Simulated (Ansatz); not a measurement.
## The false plateau in GW convergence: Si3N4 (Fd-3m)

Can the band sum of G0W0 be converged at a fixed screening cutoff? A test on Si3N4 (Fd-3m).

Main program and level: Ansatz 0.2.0; G0W0 on PBE, plane waves, PAW; PAW set soft_1.

### Step 1. The starting structure

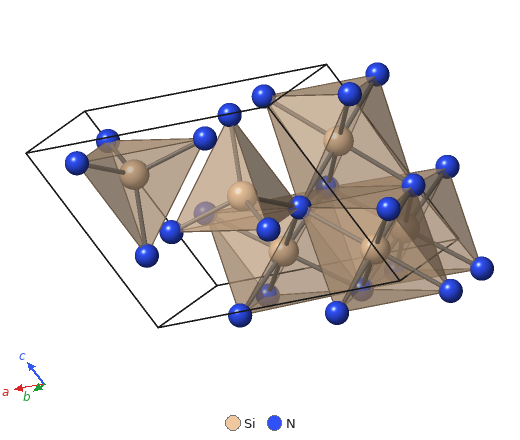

The cell as given, from a free direction (silicon light orange, nitrogen blue). Some periodic images of atoms are drawn too.

Coordinates:

```cif
data_structure
_symmetry_space_group_name_H-M 'Fd-3m:1'
_symmetry_Int_Tables_number 227
_cell_length_a 7.7874
_cell_length_b 7.7874
_cell_length_c 7.7874
_cell_angle_alpha 90.000
_cell_angle_beta 90.000
_cell_angle_gamma 90.000
_cell_volume 472.26
loop_
_atom_site_label
_atom_site_type_symbol
_atom_site_symmetry_multiplicity
_atom_site_Wyckoff_symbol
_atom_site_fract_x
_atom_site_fract_y
_atom_site_fract_z
_atom_site_occupancy
Si1 Si 16 d 0.37500 0.87500 0.12500 1
Si2 Si 8 a 0.25000 0.25000 0.25000 1
N1 N 32 e 0.36756 0.86756 0.36756 1
```

The cell and positions are those that the Materials Project relaxed with its own functionals (PBE, PBE+U or r2SCAN), kept fixed. This is not the form that Si3N4 usually takes at ambient conditions.

### Step 2. 94 empty bands, screening to 50 eV

Now the one-shot GW correction: screening in the RPA, then the self-energy of the levels asked for. This step takes PAW set soft_1 files.

input.yaml reads:

```yaml
crystal:
  lattice:
    - [0.0, 3.893718, 3.893718]
    - [3.893718, 0.0, 3.893718]
    - [3.893718, 3.893718, 0.0]
  atoms:
    - { symbol: Si, position: [0.125, 0.125, 0.625] }
    - { symbol: Si, position: [0.125, 0.625, 0.125] }
    - { symbol: Si, position: [0.625, 0.125, 0.125] }
    - { symbol: Si, position: [0.125, 0.125, 0.125] }
    - { symbol: Si, position: [0.75, 0.75, 0.75] }
    - { symbol: Si, position: [0.5, 0.5, 0.5] }
    - { symbol: "N", position: [0.367563, 0.367563, 0.367563] }
    - { symbol: "N", position: [0.352689, 0.882437, 0.882437] }
    - { symbol: "N", position: [0.882437, 0.882437, 0.352689] }
    - { symbol: "N", position: [0.882437, 0.352689, 0.882437] }
    - { symbol: "N", position: [0.367563, 0.367563, 0.897311] }
    - { symbol: "N", position: [0.367563, 0.897311, 0.367563] }
    - { symbol: "N", position: [0.882437, 0.882437, 0.882437] }
    - { symbol: "N", position: [0.897311, 0.367563, 0.367563] }
kpoints:
  mp_grid: { grid: [4, 4, 4] }
hamiltonian:
  xc: pbe
  pseudopotentials: { kind: paw, azcp: { folder: soft_1 } }
scf:
  occupations: { method: fixed }
gw:
  n_empty_bands: 94
  ecut_chi: 50
  qp_bands: [v4, c4]
  qp_kpoints: band_edges
  screening: { model: contour_deformation }
```

On the command line:

```console
$ ansatz run input.yaml --threads 2 --pin off --max-ram 92160MiB --backend cuda --events-out ev --progress --plain --runs-dir out --devices 1 --max-vram 13GiB
```

Numbers of over 12 decimals in the logs are rounded to 6 here.

The program printed:

```text
GPUs: using 1 of 1 available (devices: 1).
Engine: ansatz 0.2.0, x86_64-unknown-linux-gnu
Pseudopotentials: kind: paw
Pseudopotential: Si, paw, valence charge 4, recommended cutoff 420 eV (normal), soft_1/Si.paw.azcp
Pseudopotential: N, paw, valence charge 5, recommended cutoff 420 eV (normal), soft_1/N.paw.azcp
Functional definition: PBE
  parameter kappa = 0.804
  parameter beta = 0.066725
  exchange = pbe_x(kappa = kappa, mu = beta*pi^2/3)
  correlation = pbe_c(beta = beta)
device memory: the entry about to start is reckoned to put 1.8 GiB on a device that reports 54.2 GiB free (of which the cap on the GPU budget leaves the run 13.0 GiB)
GPU FFT provider: cuFFT
GPU libraries: cuBLAS 13.8.2, cuFFT 12.4.0, cuSOLVER 12.3.4
Crystal: 14 atoms, lattice volume = 118.066 Å³
Basis set: ecut = 420 eV, 2277 PW (Γ)
Bands: 46, of which v1, the nominal top of the filled ones, is band 32 counted from 1 (31 counted from 0)
Symmetry: 48 space group operations
Space group: Fd-3m (ITA 227), of the structure as read, at distance tolerance 4.9e-5 Å
k-points: 8 of 64
Non-local potential: Si, projectors of the file, l = 0: 2, l = 1: 2, l = 2: 1
Non-local potential: N, projectors of the file, l = 0: 2, l = 1: 2, l = 2: 1
PAW form: soft (Blöchl's): semilocal exchange-correlation on the pseudo side does not see the compensation charge
PAW one-centre angular grid: Si, 110 points (default); XC on 64 Gauss nodes
PAW one-centre angular grid: N, 110 points (default); XC on 64 Gauss nodes
Initial density: superposition of atomic densities (chi_scale 0.1, normalization cell, long waves kept (reshape's long-wave potential 0.00 eV rms))
Initial wavefunctions: pseudopotential atomic-orbital guess
GPU buffer pool allocated for 64000 grid points (all kernels)
GPU transforms: local potential and band sums: pruned to the plane-wave sphere, on 40×40×40
Functional: x = pbe(κ = 0.804, μ = 0.219515), c = pbe(β = 0.066725)
SCF iter   1: F=—  HF=-6908.274158 eV  |F-HF|=—  |Δ(HF+E_count)|=         —  Δρ=1.51e-1  dr2=2.78e1  ethr=3.10e-3  ⟨swp⟩=4.9  Hψ=1485  notcnv=0  defer=80
preconditioner: auto → Resta (q_TF=auto, 2.464 Å⁻¹)  ε∞=3.9  [insulator: Δε(μ)=5.373 eV  Ē_g=15.924 eV  n_scr=26 (ndim 8)  ℏωp=27.3 eV  f_vac=0.000  ε∞_Penn≈3.9]
SCF iter   2: F=—  HF=-6900.060829 eV  |F-HF|=—  |Δ(HF+E_count)|=    8.21e0  Δρ=5.02e-2  dr2=1.91e0  ethr=3.10e-3  ⟨swp⟩=4.1  Hψ=973  notcnv=0  defer=81
SCF iter   3: F=—  HF=-6899.807121 eV  |F-HF|=—  |Δ(HF+E_count)|=   2.54e-1  Δρ=2.43e-2  dr2=3.61e-1  ethr=2.98e-3  ⟨swp⟩=1.9  Hψ=390  notcnv=0  defer=91
SCF iter   4: F=—  HF=-6899.802320 eV  |F-HF|=—  |Δ(HF+E_count)|=   4.80e-3  Δρ=1.93e-3  dr2=4.49e-3  ethr=5.64e-4  ⟨swp⟩=2.1  Hψ=334  notcnv=0  defer=92
SCF iter   5: F=—  HF=-6899.805444 eV  |F-HF|=—  |Δ(HF+E_count)|=   3.12e-3  Δρ=6.46e-4  dr2=3.75e-4  ethr=7.01e-6  ⟨swp⟩=2.2  Hψ=525  notcnv=0  defer=92
SCF iter   6: F=—  HF=-6899.805711 eV  |F-HF|=—  |Δ(HF+E_count)|=   2.68e-4  Δρ=8.25e-5  dr2=8.94e-6  ethr=5.86e-7  ⟨swp⟩=2.0  Hψ=558  notcnv=0  defer=92
SCF iter   7: F=—  HF=-6899.805714 eV  |F-HF|=—  |Δ(HF+E_count)|=   2.16e-6  Δρ=1.46e-5  dr2=2.36e-7  ethr=1.40e-8  ⟨swp⟩=2.0  Hψ=566  notcnv=0  defer=85
SCF iter   8: F=-6899.805714 eV  HF=-6899.805714 eV  |F-HF|=4.77e-9  |Δ(HF+E_count)|=   1.06e-7  Δρ=2.44e-6  dr2=5.43e-9  ethr=1.56e-10  ⟨swp⟩=17.8  Hψ=2292  notcnv=0
SCF 1 converged in 8 iterations: F = -6899.805714 eV  dr2 = 5.43e-9
[...]
device memory: the entry about to start is reckoned to put 2.2 GiB on a device that reports 52.0 GiB free (of which the cap on the GPU budget leaves the run 13.0 GiB)
NSCF: frozen V_eff on 8 k-points
[...]
device memory: the entry about to start is reckoned to put 2.6 GiB on a device that reports 52.0 GiB free (of which the cap on the GPU budget leaves the run 13.0 GiB)
NSCF: frozen V_eff on 8 k-points
G₀W₀ screening: q 1/8
[... further progress lines ...]
device memory: the entry about to start is reckoned to put 0.7 GiB on a device that reports 44.2 GiB free (of which the cap on the GPU budget leaves the run 13.0 GiB)
NSCF: frozen V_eff on 1 k-points
SCF converged after 8 iterations
Free energy (F): -6899.805714 eV
Harris-Foulkes:  -6899.805714 eV  (|F-HF|=4.77e-9)
Internal energy: -6899.805714 eV  (E = F + TS)
E sigma→0 (E₀):  -6899.805714 eV
Fermi energy:    10.947073 eV
--- Per-component energies (eV) ---
  E_band       = 270.911630
  E_kinetic    = 1341.760667
  E_local      = -1361.524049  (includes V_loc(G=0)·N_el)
  E_nonlocal   = 398.482525
  E_hartree    = 490.839969
  E_xc         = -831.964179
  E_vxc        = -914.288293  (∫ρ·V_xc dr)
  E_paw        = -4096.566903  (= ΣΔE_a)
  E_vpaw       = -175.206123  (= ΣTr[D̂ρ^β])
  E_aug_tail   = 0.007528  (compensation charges beyond the density's cutoff)
  E_ewald      = -2840.841273
  E_smearing   = -0.000000  (= −TS)
  E_closure    = 0.000000  (closes the sum)
  Σ components = -6899.805714   (vs F -6899.805714, Δ=0.00e0)
--- Band table (eV; the first three rows and the last of 8) ---
  k-point 0: bands = [... 28 lower, 10.8189, 10.9322, 10.9322, 10.9322, 14.3152, 14.3152, 14.3152, 15.8536, ... 10 higher]
  k-point 1: bands = [... 28 lower, 10.4851, 10.5319, 10.8349, 10.8349, 15.0582, 15.3144, 15.3144, 16.9390, ... 10 higher]
  k-point 2: bands = [... 28 lower, 10.4996, 10.4996, 10.6415, 10.6415, 15.8954, 16.7362, 16.7362, 17.2068, ... 10 higher]
  k-point 7: bands = [... 28 lower, 9.9265, 9.9265, 10.2449, 10.2449, 17.6152, 17.6152, 18.1258, 18.1258, ... 10 higher]
--- G₀W₀: contour deformation, 5 samples at zero and on the imaginary axis and 2 off it, 64 q-points, 94 empty bands' worth ---
  eigenvalues of the whole cell's RPA ε∞ on this k-mesh (on a slab, of 1 + 4πα/V) = 5.2053, 5.2053, 5.2053; static W/v taken at q = 0 is 0.192111
  bands read: the sum over 126 bands ends inside a degenerate multiplet in 1 slot, whose members it reads at an even weight; the widest, k=0: bands 125 to 127 (counted from 1) at 2/3 each
  gw.qp_kpoints: band_edges: 8 of 8 stored k-points solved, in 1 pass; an edge of the gap read off the rows below is read off those points alone
    ik  band        ε_KS         Σx   Σc(E_QP)       V_xc       Z   E_QP_lin       E_QP  E_QP is
     0    29     10.8189   -22.1159     3.9347   -18.2107  0.8096    10.8484    10.8484  root
     0    30     10.9322   -22.4872     3.8619   -18.6969  0.8119    11.0036    11.0037  root
     0    31     10.9322   -22.4872     3.8619   -18.6969  0.8119    11.0036    11.0037  root
     0    32     10.9322   -22.4872     3.8619   -18.6969  0.8119    11.0036    11.0037  root
     0    33     14.3152    -8.5822    -3.7651   -13.3914  0.8416    15.3649    15.3593  root
     0    34     14.3152    -8.5822    -3.7651   -13.3914  0.8416    15.3649    15.3593  root
     0    35     14.3152    -8.5822    -3.7651   -13.3914  0.8416    15.3649    15.3593  root
     0    36     15.8536    -9.3955    -4.0841   -14.8812  0.8381    17.2667    17.2552  root
     1    29     10.4851   -22.0754     3.9461   -18.1120  0.8090    10.4678    10.4678  root
     1    30     10.5319   -21.9588     3.9593   -17.9752  0.8085    10.5076    10.5076  root
     1    31     10.8349   -22.3317     3.8766   -18.5098  0.8112    10.8897    10.8897  root
     1    32     10.8349   -22.3317     3.8766   -18.5098  0.8112    10.8897    10.8897  root
     1    33     15.0582    -8.5747    -3.8928   -13.6029  0.8396    16.2006    16.1935  root
     1    34     15.3144    -8.5775    -3.8750   -13.5909  0.8383    16.4600    16.4528  root
[...]
7    32     10.2449   -21.7417     3.9251   -17.7602  0.8083    10.1885    10.1885  root
     7    33     17.6152    -8.1010    -4.2270   -13.6646  0.8261    18.9657    18.9517  root
     7    34     17.6152    -8.1010    -4.2270   -13.6646  0.8261    18.9657    18.9517  root
     7    35     18.1258    -8.3659    -4.4092   -14.2302  0.8233    19.5989    19.5808  root
     7    36     18.1258    -8.3659    -4.4092   -14.2302  0.8233    19.5989    19.5808  root
```

Run time: 13 s. Hardware: 1 × NVIDIA H100 80GB HBM3 (shared by 6 runs) with 2 threads of AMD EPYC 7R13 (Zen 3), shared host; peak memory 1.1 GiB; 16 s of CPU time.

This step gave:

* bands summed: 126
* RPA ε∞ on this mesh (eigenvalues): 5.205, 5.205, 5.205
* plane waves in the screening matrix: 113
* q-points in the mesh: 64
* G0W0 gap on the mesh: 4.332 eV
* k of the valence top: 0, 0.25, -0.25
* k of the conduction bottom: 0, 0, 0
* starting gap on the mesh: 3.368 eV
* Z at the valence top: 0.8114
* Z at the conduction bottom: 0.8416
* least direct G0W0 gap on the computed points: 4.356 eV

The gap on the mesh goes from 3.37 eV to 4.33 eV, a correction of +0.96 eV. Between the two edge states, bare exchange in place of the xc potential would open the gap by 8.60 eV, and correlation takes back 7.63 eV.

### Step 3. 492 empty bands, screening to 50 eV

input.yaml, as its differences from that of step 2:

```diff
@@ -28,3 +28,3 @@
 gw:
-  n_empty_bands: 94
+  n_empty_bands: 492
   ecut_chi: 50
```

The program printed:

```text
GPUs: using 1 of 1 available (devices: 1).
[...]
GPU FFT provider: cuFFT
GPU libraries: cuBLAS 13.8.2, cuFFT 12.4.0, cuSOLVER 12.3.4
Crystal: 14 atoms, lattice volume = 118.066 Å³
Basis set: ecut = 420 eV, 2277 PW (Γ)
Bands: 46, of which v1, the nominal top of the filled ones, is band 32 counted from 1 (31 counted from 0)
Symmetry: 48 space group operations
[...]
k-points: 8 of 64
[...]
0    36     15.8536    -9.3955    -4.5140   -14.8812  0.8356    16.8306    16.8253  root
[...]
7    33     17.6152    -8.1010    -4.6729   -13.6646  0.8235    18.5119    18.5058  root
     7    34     17.6152    -8.1010    -4.6729   -13.6646  0.8235    18.5119    18.5058  root
     7    35     18.1258    -8.3659    -4.8593   -14.2302  0.8206    19.1387    19.1307  root
     7    36     18.1258    -8.3659    -4.8593   -14.2302  0.8206    19.1387    19.1307  root
[key lines of the parts left out:]
SCF converged after 8 iterations
Free energy (F): -6899.805714 eV
Fermi energy:    10.947073 eV
```

Run time: 16 s. Hardware: 1 × NVIDIA H100 80GB HBM3 (shared by 6 runs) with 2 threads; peak memory 1.4 GiB; 22 s of CPU time.

Numbers from this step:

```yaml
bands_summed: 524
rpa_eps_infinity_on_this_mesh_eigenvalues: 5.215, 5.215, 5.215
plane_waves_in_the_screening_matrix: 113
g0w0_gap_on_the_mesh: 4.279 eV
k_of_the_valence_top: 0, 0.25, -0.25
k_of_the_conduction_bottom: 0, 0, 0
starting_gap_on_the_mesh: 3.368 eV
least_direct_g0w0_gap_on_the_computed_points: 4.302 eV
```

Against the run with 4×4×4 mesh, 94 empty bands, screening to 50 eV, PAW set soft_1 files, the gap moves by −0.05 eV.

### Step 4. 268 empty bands, screening to 100 eV

Another rung: the empty bands reach about as high as the screening cutoff, so the two stay in balance.

input.yaml, as its differences from that of step 3:

```diff
@@ -28,4 +28,4 @@
 gw:
-  n_empty_bands: 492
-  ecut_chi: 50
+  n_empty_bands: 268
+  ecut_chi: 100
   qp_bands: [v4, c4]
```

The program printed:

```text
GPUs: using 1 of 1 available (devices: 1).
[...]
GPU FFT provider: cuFFT
GPU libraries: cuBLAS 13.8.2, cuFFT 12.4.0, cuSOLVER 12.3.4
Crystal: 14 atoms, lattice volume = 118.066 Å³
Basis set: ecut = 420 eV, 2277 PW (Γ)
Bands: 46, of which v1, the nominal top of the filled ones, is band 32 counted from 1 (31 counted from 0)
Symmetry: 48 space group operations
[...]
k-points: 8 of 64
[...]
0    36     15.8536    -9.3955    -4.4982   -14.8812  0.8311    16.8465    16.8411  root
[...]
7    33     17.6152    -8.1010    -4.6867   -13.6646  0.8201    18.4978    18.4920  root
     7    34     17.6152    -8.1010    -4.6867   -13.6646  0.8201    18.4978    18.4920  root
     7    35     18.1258    -8.3659    -4.8768   -14.2302  0.8166    19.1210    19.1133  root
     7    36     18.1258    -8.3659    -4.8768   -14.2302  0.8166    19.1210    19.1133  root
[key lines of the parts left out:]
SCF converged after 8 iterations
Free energy (F): -6899.805714 eV
Fermi energy:    10.947073 eV
```

Elapsed: 14 s, on 1 × NVIDIA H100 80GB HBM3 (shared by 6 runs) with 2 threads; peak memory 1.3 GiB.

The G0W0 gap on the mesh is 4.529 eV.

### Step 5. 1393 empty bands, screening to 100 eV

input.yaml, as its differences from that of step 4:

```diff
@@ -28,3 +28,3 @@
 gw:
-  n_empty_bands: 268
+  n_empty_bands: 1393
   ecut_chi: 100
```

The program printed:

```text
GPUs: using 1 of 1 available (devices: 1).
[...]
GPU FFT provider: cuFFT
GPU libraries: cuBLAS 13.8.2, cuFFT 12.4.0, cuSOLVER 12.3.4
Crystal: 14 atoms, lattice volume = 118.066 Å³
Basis set: ecut = 420 eV, 2277 PW (Γ)
Bands: 46, of which v1, the nominal top of the filled ones, is band 32 counted from 1 (31 counted from 0)
Symmetry: 48 space group operations
[...]
k-points: 8 of 64
[...]
0    36     15.8536    -9.3955    -4.6906   -14.8812  0.8304    16.6522    16.6487  root
[...]
7    33     17.6152    -8.1010    -4.8709   -13.6646  0.8195    18.3114    18.3078  root
     7    34     17.6152    -8.1010    -4.8709   -13.6646  0.8195    18.3114    18.3078  root
     7    35     18.1258    -8.3659    -5.0703   -14.2302  0.8160    18.9248    18.9198  root
     7    36     18.1258    -8.3659    -5.0703   -14.2302  0.8160    18.9248    18.9198  root
[key lines of the parts left out:]
SCF converged after 8 iterations
Free energy (F): -6899.805714 eV
Fermi energy:    10.947073 eV
```

Wall time 1.8 min (1 × NVIDIA H100 80GB HBM3 (shared by 6 runs) with 2 threads); peak memory 2.5 GiB; 2.7 min of CPU time.

The G0W0 gap on the mesh is 4.570 eV.

### Step 6. 94 empty bands, screening to 150 eV

input.yaml, as its differences from that of step 5:

```diff
@@ -28,4 +28,4 @@
 gw:
-  n_empty_bands: 1393
-  ecut_chi: 100
+  n_empty_bands: 94
+  ecut_chi: 150
   qp_bands: [v4, c4]
```

The program printed:

```text
GPUs: using 1 of 1 available (devices: 1).
[...]
GPU FFT provider: cuFFT
GPU libraries: cuBLAS 13.8.2, cuFFT 12.4.0, cuSOLVER 12.3.4
Crystal: 14 atoms, lattice volume = 118.066 Å³
Basis set: ecut = 420 eV, 2277 PW (Γ)
Bands: 46, of which v1, the nominal top of the filled ones, is band 32 counted from 1 (31 counted from 0)
Symmetry: 48 space group operations
[...]
k-points: 8 of 64
[...]
0    36     15.8536    -9.3955    -4.0195   -14.8812  0.8335    17.3322    17.3198  root
[...]
7    33     17.6152    -8.1010    -4.2315   -13.6646  0.8228    18.9611    18.9473  root
     7    34     17.6152    -8.1010    -4.2315   -13.6646  0.8228    18.9611    18.9473  root
     7    35     18.1258    -8.3659    -4.4124   -14.2302  0.8192    19.5955    19.5776  root
     7    36     18.1258    -8.3659    -4.4124   -14.2302  0.8192    19.5955    19.5776  root
[key lines of the parts left out:]
SCF converged after 8 iterations
Free energy (F): -6899.805714 eV
Fermi energy:    10.947073 eV
```

Wall time 10 s (1 × NVIDIA H100 80GB HBM3 (shared by 6 runs) with 2 threads); peak memory 1.3 GiB; 10 s of CPU time.

The G0W0 gap on the mesh is 4.509 eV.

(Continued in part 2 of 2.)

[Paths, hosts, dates, memory and timing lines, banners, echoed tables and standing remarks are left out of the program output.]

[Logs are printed without paths, hosts, clocks, repeated set-up lines and the standing remarks that a program may print on its own settings, such as how far it seeks lower states.]

[Runs of the session that timed out or met a known fault of the program may be left out.]

[Cells called generated may have been cut or substituted from an entry of the Crystallography Open Database or the Materials Project.]

[Hosts, paths, dates, database ids (printed as entryN), source tags and the programs' standing remarks are cut or masked in the printed files.]
